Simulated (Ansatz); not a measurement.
# TiH4O4 (SMILES O[Ti](O)(O)O) at B3LYP/6-31G(d) (Cartesian functions)

What is the energy change on altering one bond length of TiH4O4 at B3LYP/6-31G* (Cartesian functions)? 

The results are computed with Ansatz 0.2.0.

1 further run of the same task is left out (set aside as unsound or not needed).

## (1) The system as given

TiH4O4 has 9 atoms, charge 0, and is taken as a singlet. SMILES: `O[Ti](O)(O)O`. The coordinates come from a PBE0-D4/def2-TZVP relaxation. This is one conformer, not always the lowest.

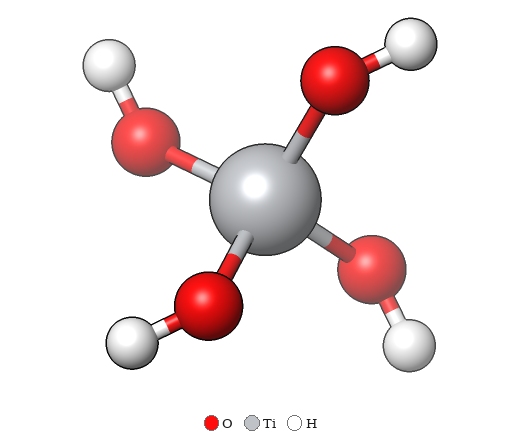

The structure, seen from a chosen angle (oxygen red, titanium light grey, hydrogen white).

## (2) A single-point energy at B3LYP/6-31G(d) (Cartesian functions)

in.yaml

```yaml
crystal:
  periodic: [false, false, false]
  atoms:
    - {symbol: O, position_ang: [-0.125250, 1.268390, -1.272730]}
    - {symbol: Ti, position_ang: [0.000070, 0.000090, -0.000050]}
    - {symbol: O, position_ang: [1.651710, -0.715310, -0.066120]}
    - {symbol: O, position_ang: [-1.235630, -1.279200, -0.283830]}
    - {symbol: O, position_ang: [-0.290490, 0.726280, 1.622320]}
    - {symbol: H, position_ang: [-0.813470, 1.413950, -1.922910]}
    - {symbol: H, position_ang: [2.270980, -0.885970, 0.644480]}
    - {symbol: H, position_ang: [-1.123140, -2.176250, -0.600550]}
    - {symbol: H, position_ang: [-0.334770, 1.648010, 1.879390]}
basis:
  gaussian:
    orbitals: "6-31G*"
hamiltonian:
  xc: {name: B3LYP}
accuracy: high
output: {orbitals: {seedname: orbitals}}
```

The run is started by

```sh
$ ansatz run in.yaml --threads 1 --pin off --max-ram 3480MiB --events-out events.jsonl --progress --plain --runs-dir runs
```

The log of the run:

```text
Warning: RAYON_NUM_THREADS=1 ignored (pool sized by the plan → 1); use --threads N
Functional definition: B3LYP
  name "B3LYP"
  parameter a0 = 0.2
  parameter ax = 0.72
  parameter ac = 0.81
  exchange = (1 - a0 - ax)*slater_x + ax*b88_x + a0*exact_x
  correlation = (1 - ac)*vwn_rpa_c + ac*lyp_c
2294 factors; integrals over basis functions are off by at most 3.6e-9 eV
mean field evaluation 1: about -31349.8431 eV, gradient 1.1e2 eV
mean field evaluation 2: about -30955.4523 eV, gradient 4.9e2 eV
mean field evaluation 4: about -31370.0558 eV, gradient 3.5e1 eV
mean field evaluation 8: about -31372.5750 eV, gradient 6.7e-1 eV
mean field evaluation 16: about -31372.5761 eV, gradient 5.7e-5 eV
mean field -31372.57614193 eV, -1152.9209081202 hartree, gradient 4.1e-8 eV, S^2 0.000000; 0 other end points of the search recorded, 0 dependent functions left out
reference -31372.57618920 eV, -1152.9209098571 hartree; 29, 29 occupied and 75, 75 virtual orbitals, 2294 factors
Total energy: -31372.57618920 eV, -1152.9209098571 hartree
```

Wall time 16 s (1 thread of Intel Xeon Platinum 8259CL at 2.50GHz (Skylake/Cascade Lake), shared host); peak memory 0.44 GiB.

## (3) The distorted shape

molecule.yaml

```yaml
crystal:
  periodic: [false, false, false]
  atoms:
    - {symbol: O, position_ang: [-0.187912, 1.902563, -1.909093]}
    - {symbol: Ti, position_ang: [0.000070, 0.000090, -0.000050]}
    - {symbol: O, position_ang: [1.651710, -0.715310, -0.066120]}
    - {symbol: O, position_ang: [-1.235630, -1.279200, -0.283830]}
    - {symbol: O, position_ang: [-0.290490, 0.726280, 1.622320]}
    - {symbol: H, position_ang: [-0.876132, 2.048123, -2.559273]}
    - {symbol: H, position_ang: [2.270980, -0.885970, 0.644480]}
    - {symbol: H, position_ang: [-1.123140, -2.176250, -0.600550]}
    - {symbol: H, position_ang: [-0.334770, 1.648010, 1.879390]}
basis:
  gaussian: {orbitals: "6-31G*"}
hamiltonian: {xc: {name: B3LYP}}
accuracy: high
output: {orbitals: {seedname: orbitals}}
```

The run is started by

```sh
$ ansatz run molecule.yaml --threads 1 --pin off --max-ram 3480MiB --events-out events.jsonl --progress --plain --runs-dir runs
```

The log of the run, cut to the lines that bear on the results:

```text
Warning: RAYON_NUM_THREADS=1 ignored (pool sized by the plan → 1); use --threads N
[... 7 set-up lines as earlier in the session ...]
2249 factors; integrals over basis functions are off by at most 3.9e-9 eV
mean field evaluation 1: about -31341.9711 eV, gradient 1.2e2 eV
mean field evaluation 2: about -30652.6098 eV, gradient 5.2e2 eV
mean field evaluation 4: about -31183.5424 eV, gradient 2.4e2 eV
mean field evaluation 8: about -31361.1551 eV, gradient 6.6e1 eV
mean field evaluation 16: about -31369.4848 eV, gradient 1.6e-3 eV
mean field -31369.48477077 eV, -1152.8073023253 hartree, gradient 2.4e-8 eV, S^2 0.000000; 0 other end points of the search recorded, 0 dependent functions left out
reference -31369.48481823 eV, -1152.8073040693 hartree; 29, 29 occupied and 75, 75 virtual orbitals, 2249 factors
Total energy: -31369.48481823 eV, -1152.8073040693 hartree
```

Wall time 17 s (1 thread of Intel Xeon Platinum 8259CL at 2.50GHz (Skylake/Cascade Lake), shared host); peak memory 0.43 GiB.

## (4) Summary of results

Level: B3LYP/6-31G* (Cartesian functions).

```
                                                          quantity           value
                                         first shape: total energy  -1152.92091 Eh
                                          first shape: HOMO energy        -8.21 eV
                                          first shape: LUMO energy        -1.03 eV
                                        first shape: HOMO–LUMO gap         7.18 eV
                                     distorted shape: total energy  -1152.80730 Eh
                                      distorted shape: HOMO energy        -5.57 eV
                                      distorted shape: LUMO energy        -2.69 eV
                                    distorted shape: HOMO–LUMO gap         2.88 eV
energy change with the O1–Ti2 bond stretched from 1.801 to 2.702 Å        3.091 eV
```

In words: With the O1–Ti2 bond stretched from 1.801 to 2.702 Å the energy rises by 3.09 eV (298 kJ/mol). The first shape isn't relaxed at this level, so the change isn't measured from a minimum. A restricted reference can't describe the breaking bond well at this length.
